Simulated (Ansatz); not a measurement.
NbP: pressure series

Start from NbP (space group I4_1md, No. 109; a = 3.320 Å, c = 11.288 Å).

Cell and atoms are relaxed at each pressure.

Method: Kohn–Sham DFT with the PBEsol functional, run in Ansatz (a first-principles code) with PAW and 420 eV plane waves, without spin-orbit coupling.

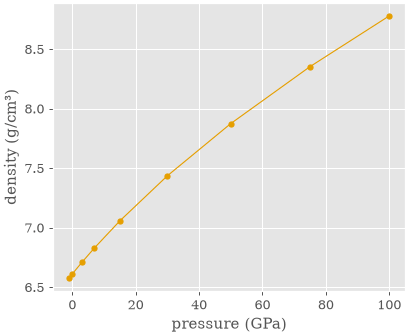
Density against pressure

| pressure (GPa) | density |
|---|---|
| -1 | 6.58 g/cm³ |
| 3 | 6.71 g/cm³ |
| 7 | 6.83 g/cm³ |
| 15 | 7.06 g/cm³ |
| 30 | 7.44 g/cm³ |
| 50 | 7.88 g/cm³ |
| 75 | 8.35 g/cm³ |
| 100 | 8.78 g/cm³ |

Load acts through the strain it causes; cell and atoms are relaxed under it. Whether these cells are dynamically stable was not tested. Competing high-pressure phases were not computed. The final runs are not spin-polarised.
